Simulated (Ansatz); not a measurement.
## Electronic structure of AlAsH₇N in real space

Input file:

```
crystal:
  periodic: [false, false, false]
  atoms:
    - {symbol: Al, position_ang: [-0.338005, -0.368702, 0.634485]}
    - {symbol: N, position_ang: [1.463526, 0.604649, 0.295940]}
    - {symbol: H, position_ang: [0.223366, -1.817125, 1.015400]}
    - {symbol: H, position_ang: [-0.921294, 0.571097, 1.789752]}
    - {symbol: H, position_ang: [1.516320, 0.935413, -0.662974]}
    - {symbol: As, position_ang: [-1.321897, -0.112634, -1.619870]}
    - {symbol: H, position_ang: [1.565332, 1.405225, 0.910920]}
    - {symbol: H, position_ang: [2.248460, -0.017626, 0.457660]}
    - {symbol: H, position_ang: [-1.765957, -1.561849, -1.716293]}
    - {symbol: H, position_ang: [-2.669852, 0.361552, -1.105120]}
basis:
  gaussian: {orbitals: def2-TZVPP}
hamiltonian: {xc: pbe0, dispersion: d4}
output: {orbitals: {seedname: orbitals}}
```

Command:

```sh
ansatz run in.yaml --threads 4 --pin off --events-out ev --progress --plain --max-ram 9574MiB
```

The product side of a reaction path; geometry: PBE0-D4/def2-TZVP; a saddle point, not a minimum.

These are results of RKS PBE0-D4/def2-TZVPP (Ansatz), not measurements.

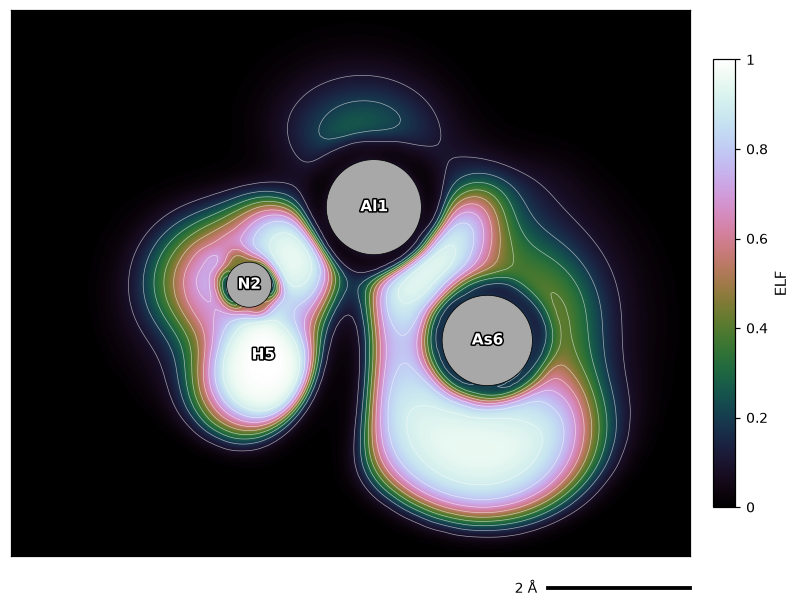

Figure 1. ELF on the plane of atoms N2, Al1 and As6. Grey discs cover the atomic cores.

Q: What does the map show?

A:
- Atoms in the plane: Al, N, H and As.
- Al–N (2.08 Å): the ELF peaks at about 0.95 in the valence shell of N, 0.7 Å from its nucleus, and is about 0.75 at the midpoint.
- Al–As (2.47 Å): the ELF peaks at about 0.95 between the atoms, as expected for a shared electron pair.
- N–H (1.02 Å): the ELF climbs to about 1 towards the hydrogen, as it does in any bond to H: a covalent bond by its length.

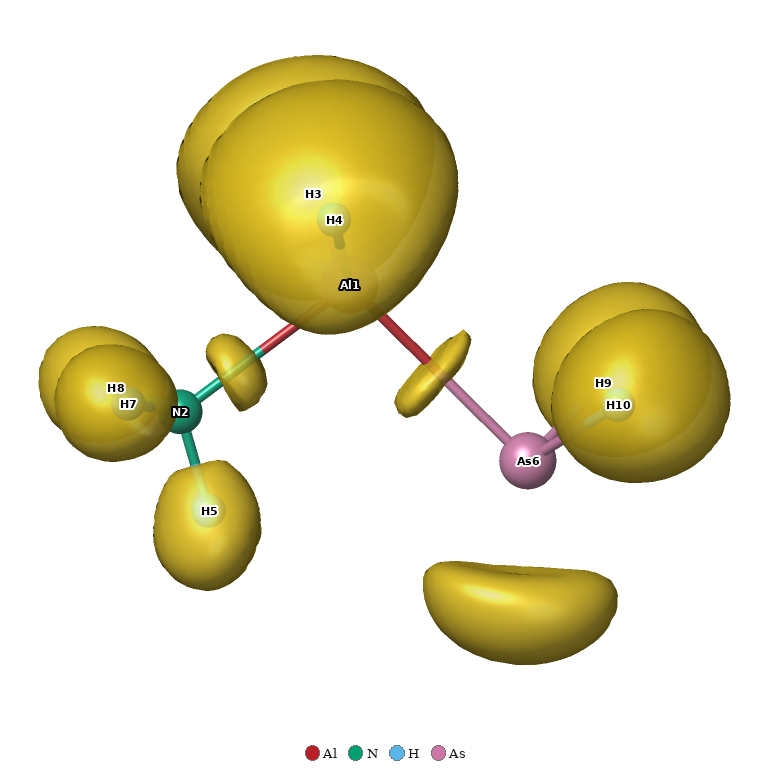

Figure 2. Isosurface of the ELF at 0.9 (yellow), seen across its widest extent. Only the valence region is drawn (cores and ρ < 0.01 e/Å³ removed).

Q: Describe the localisation domains.

A: The ELF exceeds this value in one region between bonded Al–As atoms (shared pairs), seven regions around hydrogen nuclei, one lobe of the valence shell of N pointing towards Al and one lobe on As, pointing away from the bonds (lone pairs).

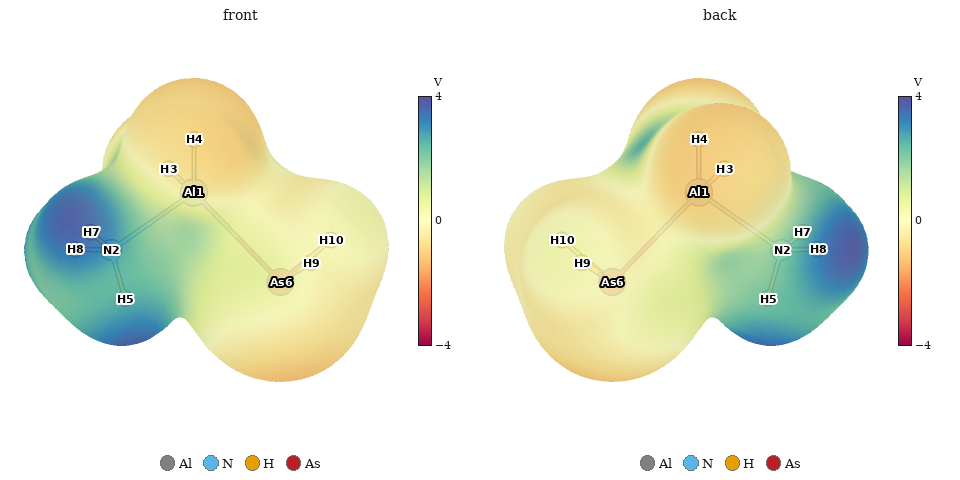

Figure 3. The molecular electrostatic potential painted on the density surface at 0.004 e/bohr³, seen from the front and from behind; the colour scale runs from red (negative) to blue (positive).

Q: Describe the electrostatic potential map.

A: The most negative region (about −1.1 V, or −25 kcal/mol for a unit charge) lies over As6, the most positive (about +3.8 V, or +88 kcal/mol for a unit charge) over H7 and H8.
